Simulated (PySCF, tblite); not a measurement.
# C2H6O3Si: dynamics, then NMR shifts and electronic excitations on frames, part 2 of 2

tblite 0.8.0 and PySCF 2.14.0. Atoms count from 0. Earlier steps stand in the parts before.

## Step 8: Excited states and response: 625 fs, PBE0/def2-SVPD

Job settings and geometry (Å):

```
{"job": {"kind": "uv", "xc": "PBE0", "basis": "def2-SVPD", "nstates": 5, "ntriplets": 0}, "charge": 0, "multiplicity": 1}
C      1.461600    -0.439100     0.849900
C     -0.022500    -0.417200     1.205700
O     -0.549200    -1.006900     2.135900
O     -0.805000     0.337100     0.483500
Si    -2.413500     0.065700     0.215000
O     -2.688900     1.135100    -0.946400
H      1.775500     0.620900     0.987900
H      2.024400    -1.159500     1.491700
H      1.621700    -0.645700    -0.145500
H     -2.561400    -1.282300    -0.195400
H     -3.226600     0.377100     1.409700
H     -2.210200     1.369400    -1.697400
```

Method: TDDFT PBE0/def2-SVPD, vertical, gas phase, core orbitals frozen in the response.

Output:

```text
coarse grid: 10776 points
cycle   1  E = -593.9886782599  dE =  9.877e-01  |g| = 1.101e+00  |ddm| = 4.715e+00
cycle   2  E = -593.5353609469  dE =  4.533e-01  |g| = 1.892e+00  |ddm| = 4.113e+00
cycle   3  E = -594.2015586220  dE = -6.662e-01  |g| = 3.022e-01  |ddm| = 3.001e+00
cycle   4  E = -594.2181093200  dE = -1.655e-02  |g| = 8.878e-02  |ddm| = 3.620e-01
cycle   5  E = -594.2194692290  dE = -1.360e-03  |g| = 2.137e-02  |ddm| = 1.191e-01
cycle   6  E = -594.2195774390  dE = -1.082e-04  |g| = 3.681e-03  |ddm| = 3.364e-02
cycle   7  E = -594.2195803071  dE = -2.868e-06  |g| = 8.241e-04  |ddm| = 5.818e-03
final grid: 100200 points
cycle   8  E = -594.3142842714  dE = -1.047e-05  |g| = 1.133e-02  |ddm| = 7.645e-02
cycle   9  E = -594.3142399104  dE =  4.436e-05  |g| = 1.905e-02  |ddm| = 3.246e-02
cycle  10  E = -594.3143074613  dE = -6.755e-05  |g| = 2.416e-03  |ddm| = 2.278e-02
cycle  11  E = -594.3143085700  dE = -1.109e-06  |g| = 2.517e-04  |ddm| = 2.547e-03
cycle  12  E = -594.3143085811  dE = -1.116e-08  |g| = 8.873e-05  |ddm| = 4.120e-04
cycle  13  E = -594.3143085828  dE = -1.702e-09  |g| = 2.186e-05  |ddm| = 1.440e-04
cycle  14  E = -594.3143085829  dE = -9.027e-11  |g| = 6.738e-06  |ddm| = 3.266e-05
converged SCF energy = -594.3143085829

Static polarisability (au): isotropic 58.391, principal 48.139 59.454 67.581

Singlet excitations
state   eV       nm        f      main configurations
  1   5.4838    226.1   0.00047   H->L 0.89, H->L+1 0.10
  2   7.1489    173.4   0.00906   H->L+1 0.79, H->L 0.10, H->L+2 0.09
  3   7.2483    171.1   0.01704   H->L+2 0.84
  4   7.6093    162.9   0.03936   H-1->L 0.80
  5   7.8629    157.7   0.01515   H-1->L+1 0.67, H-3->L 0.14
```

Run time: 16 s. Hardware: 1 thread of Arm Neoverse V1, shared host; peak memory 0.74 GiB.

Key values: HOMO -7.95 eV, LUMO -0.14 eV; lowest singlet 5.48 eV.

## Step 9: Shielding tensors: 800 fs, PBE0/pcSseg-1

Job settings and geometry (Å):

```
{"job": {"kind": "nmr", "xc": "PBE0", "basis": "pcSseg-1", "pop": false}, "charge": 0, "multiplicity": 1}
C      1.512400     0.522700     0.573400
C      0.206600    -0.159200     0.859000
O      0.009200    -1.098400     1.566800
O     -0.901800     0.338100     0.179700
Si    -2.483500    -0.139200     0.142900
O     -3.065200     0.919100    -0.912800
H      1.319700     1.510900     0.110700
H      2.090100     0.606300     1.490600
H      1.956800    -0.181700    -0.180100
H     -2.308100    -1.550500    -0.135100
H     -3.297100     0.014000     1.386700
H     -3.946500     0.961800    -1.273700
```

With the program's defaults for keys left out, this is: GIAO PBE0/pcSseg-1 NMR shielding, non-relativistic, gas phase.

Output:

```text
coarse grid: 10776 points
cycle   1  E = -594.2634576938  dE =  9.102e-01  |g| = 1.161e+00  |ddm| = 3.057e+00
cycle   2  E = -593.8505021238  dE =  4.130e-01  |g| = 1.906e+00  |ddm| = 1.920e+00
cycle   3  E = -594.4942076402  dE = -6.437e-01  |g| = 2.355e-01  |ddm| = 1.331e+00
cycle   4  E = -594.5029074373  dE = -8.700e-03  |g| = 1.071e-01  |ddm| = 2.015e-01
cycle   5  E = -594.5048192753  dE = -1.912e-03  |g| = 2.251e-02  |ddm| = 7.296e-02
cycle   6  E = -594.5049310595  dE = -1.118e-04  |g| = 4.219e-03  |ddm| = 1.755e-02
cycle   7  E = -594.5049347299  dE = -3.670e-06  |g| = 1.093e-03  |ddm| = 3.299e-03
final grid: 100200 points
cycle   8  E = -594.5704037388  dE = -5.633e-06  |g| = 1.318e-02  |ddm| = 1.604e-02
cycle   9  E = -594.5703525594  dE =  5.118e-05  |g| = 2.148e-02  |ddm| = 1.893e-02
cycle  10  E = -594.5704333206  dE = -8.076e-05  |g| = 2.040e-03  |ddm| = 1.214e-02
cycle  11  E = -594.5704340497  dE = -7.291e-07  |g| = 3.193e-04  |ddm| = 1.318e-03
cycle  12  E = -594.5704340662  dE = -1.655e-08  |g| = 1.117e-04  |ddm| = 2.569e-04
cycle  13  E = -594.5704340688  dE = -2.614e-09  |g| = 2.005e-05  |ddm| = 8.127e-05
cycle  14  E = -594.5704340689  dE = -5.821e-11  |g| = 8.160e-06  |ddm| = 1.802e-05
converged SCF energy = -594.5704340689

GIAO shielding tensors (ppm)
atom      isotropic    diamagn.    paramagn.     s11        s22        s33       span
  0 C      160.873     250.342     -89.469    141.960    155.155    185.503     43.543
  1 C       11.216     249.384    -238.168    -98.132     60.384     71.397    169.530
  2 O     -154.702     402.250    -556.953   -406.430   -294.881    237.204    643.634
  3 O       98.399     402.533    -304.135    -20.069     92.085    223.179    243.248
  4 Si     388.696     879.806    -491.110    358.420    375.750    431.917     73.496
  5 O      310.922     386.667     -75.746    270.219    307.352    355.193     84.974
  6 H       28.737      29.076      -0.340     24.471     28.760     32.980      8.510
  7 H       29.314      27.640       1.674     25.910     27.525     34.508      8.597
  8 H       28.336      28.083       0.252     25.482     26.797     32.727      7.245
  9 H       26.227      30.504      -4.277     22.942     25.105     30.635      7.693
 10 H       26.035      28.503      -2.468     22.822     24.347     30.936      8.114
 11 H       29.914      29.264       0.650     21.825     23.617     44.299     22.474
```

It took 9.5 s on 1 thread of Arm Neoverse V1, shared host; peak memory 0.7 GiB.

In short: δ C1 175.7, C0 26.1, O2 490.8, O3 237.7, H10 5.68, H9 5.49 ppm.

## Step 10: Ultraviolet spectrum: 800 fs, PBE0/def2-SVPD

Same as in step 9 but for these lines:

```diff
@@ -1,2 +1,2 @@
-{"job": {"kind": "nmr", "xc": "PBE0", "basis": "pcSseg-1", "pop": false}, "charge": 0, "multiplicity": 1}
+{"job": {"kind": "uv", "xc": "PBE0", "basis": "def2-SVPD", "nstates": 5, "ntriplets": 0}, "charge": 0, "multiplicity": 1}
 C      1.512400     0.522700     0.573400
```

Method: TDDFT PBE0/def2-SVPD, vertical, gas phase, core orbitals frozen in the response.

Output:

```text
coarse grid: 10776 points
cycle   1  E = -593.9884405654  dE =  8.642e-01  |g| = 1.102e+00  |ddm| = 4.636e+00
cycle   2  E = -593.5482743983  dE =  4.402e-01  |g| = 1.882e+00  |ddm| = 4.092e+00
cycle   3  E = -594.2118119862  dE = -6.635e-01  |g| = 2.086e-01  |ddm| = 2.876e+00
cycle   4  E = -594.2184464167  dE = -6.634e-03  |g| = 1.067e-01  |ddm| = 3.010e-01
cycle   5  E = -594.2204847516  dE = -2.038e-03  |g| = 2.241e-02  |ddm| = 1.313e-01
cycle   6  E = -594.2206018406  dE = -1.171e-04  |g| = 3.507e-03  |ddm| = 3.255e-02
cycle   7  E = -594.2206044800  dE = -2.639e-06  |g| = 6.626e-04  |ddm| = 5.622e-03
final grid: 100200 points
cycle   8  E = -594.3152692704  dE = -9.042e-06  |g| = 1.172e-02  |ddm| = 6.733e-02
cycle   9  E = -594.3152241978  dE =  4.507e-05  |g| = 1.945e-02  |ddm| = 3.326e-02
cycle  10  E = -594.3152946719  dE = -7.047e-05  |g| = 1.812e-03  |ddm| = 2.258e-02
cycle  11  E = -594.3152952821  dE = -6.103e-07  |g| = 2.840e-04  |ddm| = 2.067e-03
cycle  12  E = -594.3152952973  dE = -1.514e-08  |g| = 9.517e-05  |ddm| = 4.501e-04
cycle  13  E = -594.3152952992  dE = -1.952e-09  |g| = 1.908e-05  |ddm| = 1.359e-04
cycle  14  E = -594.3152952993  dE = -7.640e-11  |g| = 6.633e-06  |ddm| = 3.087e-05
converged SCF energy = -594.3152952993

Static polarisability (au): isotropic 60.502, principal 49.539 59.534 72.434

Singlet excitations
state   eV       nm        f      main configurations
  1   5.6315    220.2   0.00053   H->L 0.85, H->L+1 0.14
  2   7.1437    173.6   0.01354   H-1->L 0.53, H->L+1 0.19, H-1->L+1 0.17
  3   7.1913    172.4   0.00155   H->L+1 0.55, H-1->L+1 0.20, H->L 0.09
  4   7.3671    168.3   0.00149   H->L+2 0.41, H-1->L+1 0.30, H-1->L 0.13
  5   7.4408    166.6   0.08370   H->L+2 0.50, H-1->L+1 0.24, H-1->L 0.19
```

Run time: 16 s. Hardware: 1 thread of Arm Neoverse V1, shared host; peak memory 0.75 GiB.

This run: HOMO -8.07 eV, LUMO -0.14 eV; lowest singlet 5.63 eV.

## Step 11: NMR shieldings: 1000 fs, PBE0/pcSseg-1

Job settings and geometry (Å):

```
{"job": {"kind": "nmr", "xc": "PBE0", "basis": "pcSseg-1", "pop": false}, "charge": 0, "multiplicity": 1}
C      1.391800     0.500400     1.127700
C      0.246600    -0.396300     0.879500
O      0.257400    -1.629200     1.002200
O     -0.788100     0.250100     0.449300
Si    -2.374300    -0.244400     0.714900
O     -3.121400     0.128900    -0.631600
H      1.699700     0.328400     2.137100
H      2.246500     0.217600     0.418300
H      1.106600     1.593300     1.070600
H     -2.270900    -1.557700     1.208800
H     -2.948300     0.706100     1.637300
H     -2.852200    -0.325500    -1.443700
```

Level: GIAO PBE0/pcSseg-1 NMR shielding, non-relativistic, gas phase.

Output:

```text
coarse grid: 10776 points
cycle   1  E = -594.2666872593  dE =  1.017e+00  |g| = 1.146e+00  |ddm| = 3.079e+00
cycle   2  E = -593.8101182944  dE =  4.566e-01  |g| = 1.939e+00  |ddm| = 2.156e+00
cycle   3  E = -594.4808359553  dE = -6.707e-01  |g| = 3.467e-01  |ddm| = 1.588e+00
cycle   4  E = -594.5023667994  dE = -2.153e-02  |g| = 9.084e-02  |ddm| = 2.709e-01
cycle   5  E = -594.5036711856  dE = -1.304e-03  |g| = 2.330e-02  |ddm| = 6.483e-02
cycle   6  E = -594.5037918418  dE = -1.207e-04  |g| = 4.722e-03  |ddm| = 1.869e-02
cycle   7  E = -594.5037964369  dE = -4.595e-06  |g| = 9.034e-04  |ddm| = 3.587e-03
final grid: 100200 points
cycle   8  E = -594.5679569900  dE = -7.503e-06  |g| = 1.211e-02  |ddm| = 1.646e-02
cycle   9  E = -594.5679084087  dE =  4.858e-05  |g| = 2.037e-02  |ddm| = 1.961e-02
cycle  10  E = -594.5679811657  dE = -7.276e-05  |g| = 2.770e-03  |ddm| = 1.315e-02
cycle  11  E = -594.5679825340  dE = -1.368e-06  |g| = 2.539e-04  |ddm| = 1.770e-03
cycle  12  E = -594.5679825436  dE = -9.645e-09  |g| = 9.875e-05  |ddm| = 2.044e-04
cycle  13  E = -594.5679825458  dE = -2.152e-09  |g| = 1.674e-05  |ddm| = 7.939e-05
cycle  14  E = -594.5679825458  dE = -4.968e-11  |g| = 6.743e-06  |ddm| = 1.621e-05
converged SCF energy = -594.5679825458

GIAO shielding tensors (ppm)
atom      isotropic    diamagn.    paramagn.     s11        s22        s33       span
  0 C      159.157     249.613     -90.456    135.704    154.645    187.122     51.418
  1 C        3.988     248.393    -244.405   -104.589     38.175     78.378    182.968
  2 O     -133.408     403.373    -536.781   -427.899   -260.808    288.483    716.382
  3 O       97.027     403.007    -305.980    -45.440    126.191    210.330    255.770
  4 Si     375.260     881.243    -505.983    334.771    386.947    404.063     69.292
  5 O      294.825     387.832     -93.007    253.812    305.075    325.588     71.777
  6 H       29.760      28.185       1.575     26.736     28.501     34.043      7.307
  7 H       27.863      27.392       0.471     24.806     26.015     32.768      7.961
  8 H       28.473      29.086      -0.613     24.272     28.454     32.694      8.422
  9 H       26.464      30.517      -4.053     22.419     26.167     30.806      8.388
 10 H       27.288      29.641      -2.353     23.767     25.482     32.616      8.849
 11 H       29.236      31.836      -2.600     21.633     24.342     41.732     20.099
```

It took 9.6 s on 1 thread of Arm Neoverse V1, shared host; peak memory 0.69 GiB.

In short: δ C1 182.9, C0 27.8, O2 469.5, O3 239.1, H9 5.25, H10 4.43 ppm.

## Step 12: TDDFT and polarisability: 1000 fs, PBE0/def2-SVPD

Same as in step 11 but for these lines:

```diff
@@ -1,2 +1,2 @@
-{"job": {"kind": "nmr", "xc": "PBE0", "basis": "pcSseg-1", "pop": false}, "charge": 0, "multiplicity": 1}
+{"job": {"kind": "uv", "xc": "PBE0", "basis": "def2-SVPD", "nstates": 5, "ntriplets": 0}, "charge": 0, "multiplicity": 1}
 C      1.391800     0.500400     1.127700
```

Level: TDDFT PBE0/def2-SVPD, vertical, gas phase, core orbitals frozen in the response.

Output:

```text
coarse grid: 10776 points
cycle   1  E = -593.9899761461  dE =  9.720e-01  |g| = 1.088e+00  |ddm| = 4.821e+00
cycle   2  E = -593.5156315046  dE =  4.743e-01  |g| = 1.906e+00  |ddm| = 3.907e+00
cycle   3  E = -594.1973524980  dE = -6.817e-01  |g| = 3.228e-01  |ddm| = 2.785e+00
cycle   4  E = -594.2165602215  dE = -1.921e-02  |g| = 8.991e-02  |ddm| = 4.030e-01
cycle   5  E = -594.2179526960  dE = -1.392e-03  |g| = 2.267e-02  |ddm| = 1.157e-01
cycle   6  E = -594.2180729172  dE = -1.202e-04  |g| = 4.076e-03  |ddm| = 3.187e-02
cycle   7  E = -594.2180763672  dE = -3.450e-06  |g| = 9.837e-04  |ddm| = 5.471e-03
final grid: 100200 points
cycle   8  E = -594.3114493080  dE = -1.154e-05  |g| = 1.095e-02  |ddm| = 7.257e-02
cycle   9  E = -594.3114056988  dE =  4.361e-05  |g| = 1.871e-02  |ddm| = 3.180e-02
cycle  10  E = -594.3114708226  dE = -6.512e-05  |g| = 2.454e-03  |ddm| = 2.009e-02
cycle  11  E = -594.3114719599  dE = -1.137e-06  |g| = 2.214e-04  |ddm| = 2.500e-03
cycle  12  E = -594.3114719685  dE = -8.555e-09  |g| = 8.883e-05  |ddm| = 3.963e-04
cycle  13  E = -594.3114719703  dE = -1.867e-09  |g| = 1.428e-05  |ddm| = 1.335e-04
cycle  14  E = -594.3114719704  dE = -5.275e-11  |g| = 3.060e-06  |ddm| = 3.332e-05
converged SCF energy = -594.3114719704

Static polarisability (au): isotropic 58.628, principal 49.980 57.972 67.931

Singlet excitations
state   eV       nm        f      main configurations
  1   5.4320    228.2   0.00016   H->L 0.73, H->L+1 0.24
  2   6.8693    180.5   0.00051   H->L+1 0.70, H->L 0.24
  3   7.0920    174.8   0.01719   H-1->L 0.71, H->L+2 0.15
  4   7.2302    171.5   0.05872   H->L+2 0.81, H-1->L 0.12
  5   7.6908    161.2   0.00541   H-1->L+1 0.57, H-2->L 0.15, H-2->L+1 0.09
```

It took 16 s on 1 thread of Arm Neoverse V1, shared host; peak memory 0.74 GiB.

This run: HOMO -7.92 eV, LUMO -0.39 eV; lowest singlet 5.43 eV.

## Step 13: Side by side: NMR shifts

Shifts (ppm) of some atoms, chosen among heavy atoms and hydrogens apart, with basis size and wall time:

```csv
frame,C1,H11,H7,O2,O3,O5,Si4,functions,time
250 fs,173.5,4.36,1.79,467.3,226.6,57.9,-40.0,139,10 s
425 fs,171.2,2.48,1.00,480.3,217.9,36.0,-37.6,139,9.8 s
625 fs,180.4,1.23,2.88,513.2,220.1,18.8,-38.8,139,9.8 s
800 fs,175.7,1.80,2.40,490.8,237.7,25.2,-39.5,139,9.5 s
1000 fs,182.9,2.48,3.85,469.5,239.1,41.3,-26.1,139,9.6 s
```

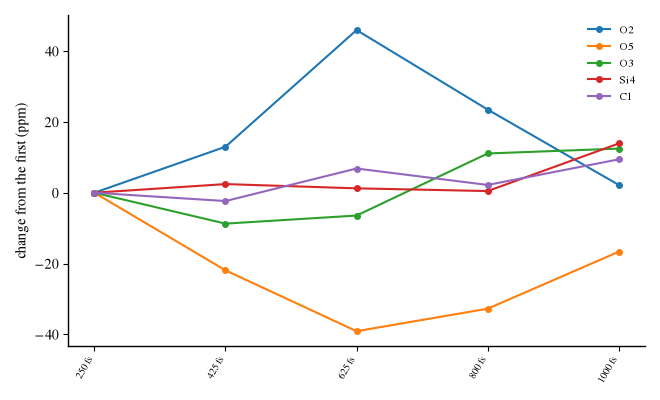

How five of the tabulated atoms move from run to run.

## Step 14: Run by run: electronic excitations

Excitations and ground-state properties, with basis size and wall time:

```csv
frame,lowest singlet (eV),brightest (eV),f,gap (eV),α (Å³),μ (D),functions,time
250 fs,5.61,6.99,0.042,7.36,8.94,1.78,181,16 s
425 fs,5.83,7.68,0.058,7.97,8.78,3.01,181,16 s
625 fs,5.48,7.61,0.039,7.80,8.65,3.39,181,16 s
800 fs,5.63,7.44,0.084,7.93,8.97,2.13,181,16 s
1000 fs,5.43,7.23,0.059,7.53,8.69,1.44,181,16 s
```

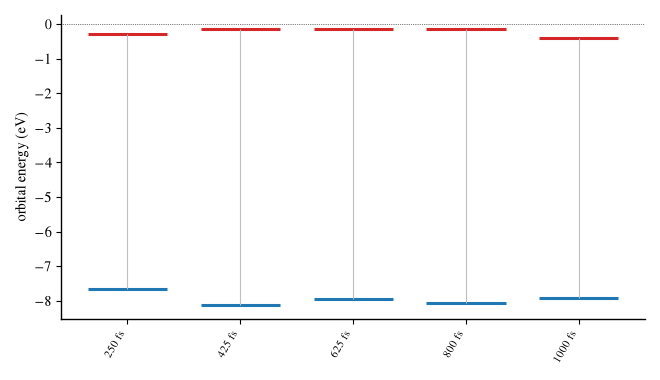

HOMO (blue) and LUMO (red) run by run.

## Step 15: Results

What follows sums up all 2 parts.

| quantity | value |
| --- | --- |
| thermostat | 400 K |
| mean temperature, second half | 345 K |
| mean potential energy above the minimum | 0.45 eV |
| ¹³C shifts against TMS (PBE0/pcSseg-1, 250 fs) | 173.5, 28.8 ppm |
| ¹H shifts against TMS (PBE0/pcSseg-1, 250 fs) | 5.70, 4.84, 4.36, 2.21, 1.79, 1.73 ppm |
| ¹⁷O shifts against H2O (PBE0/pcSseg-1, 250 fs) | 467.3, 226.6, 57.9 ppm |
| ²⁹Si shifts against TMS (PBE0/pcSseg-1, 250 fs) | -40.0 ppm |
| lowest singlet (PBE0/def2-SVPD, 250 fs) | 5.61 eV (221 nm), f = 0.000 |
| brightest single state of those computed | state 3, 6.99 eV, f = 0.042 |
| range of the shift of O2 | 467.3 to 513.2 ppm |
| range of the lowest singlet | 5.43 to 5.83 eV |

In words: In the second half the potential energy averages 0.45 eV above the minimum; equipartition over 30 harmonic modes at 400 K would give 0.52 eV. With 12 atoms the temperature swings widely (242 to 537 K). Shifts at one fixed geometry are not the observed spectrum, which averages over the motion. In the first frame run (250 fs): The largest span, 705 ppm, is at O2, where the paramagnetic term is -535 ppm. The first singlet state (HOMO→LUMO 0.42, HOMO→LUMO+2 0.27) lies at 5.61 eV and is dark; of the 5 states computed, the strongest absorption comes from state 3 at 6.99 eV. Across the 5 runs the shift of O2 moves most, between 467.3 (250 fs) and 513.2 ppm (625 fs). The lowest singlet runs from 5.43 eV (1000 fs) to 5.83 eV (425 fs), while the orbital gap spans 7.36 to 7.97 eV. The lowest state need not be the same one in every run.
